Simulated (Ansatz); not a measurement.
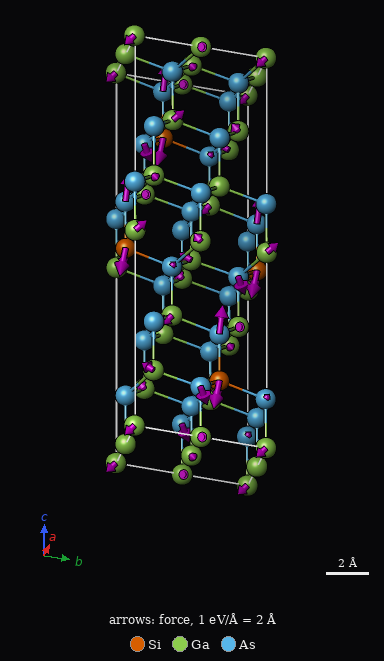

Starting geometry of a defect cell of composition Ga₇SiAs₈ (cell charge +1) with the computed forces as purple arrows. The picture is a ball-and-stick view of the conventional cell (3 times the calculation's cell), seen from a free direction. Lengths and directions refer to the drawn axes.

Case: Si on a Ga site (a), charge +1, atoms relaxed at the host's cell.

Theory: Ansatz, DFT LDA, scalar-relativistic, plane waves, PAW. Settings: plane-wave cutoff 420 eV; k-point mesh 3 × 3 × 3; occupations gaussian; smearing width 0.02 eV; no spin polarisation; atoms relaxed in a fixed cell; force threshold 0.025 eV/Å; at most 45 steps.

### Is this structure relaxed? If not, where do the atoms go?

It isn't relaxed: the largest force vector, on the Si atom, is 0.77 eV/Å. The atoms end up moving mostly along the starting forces (cosine between the two patterns 0.93). The atom that moves furthest is an As atom (0.050 Å along [−1 1 −1]). By element the largest moves are As 0.050 Å, Si 0.039 Å, Ga 0.029 Å. The cell stays as it was. Some distances before and after: As–Si 2.323 → 2.405 Å, As–Ga 2.416 → 2.461 Å, As–Si 2.438 → 2.406 Å, As–Ga 2.489 → 2.461 Å. Among the angles between lasting bonds that change: As–Ga–As 110.8° → 108.6°. Over 2 accepted moves (3 points after the start) the energy falls by 70.1 meV per cell of the calculation. Largest force component: 0.56 eV/Å at the start, 0.0016 eV/Å at the end. 1 step only repeated the SCF at the same geometry. Cost: 86 s on 4 threads of Intel(R) Xeon(R) Processor @ 2.70GHz, on a shared host, peak memory 1.4 GiB.

Limits of the set-up: the periodic images lie only 7.9 Å apart, so the values are limited by the cell's size; the cell is charged, on a uniform background, and energies carry no finite-size correction.
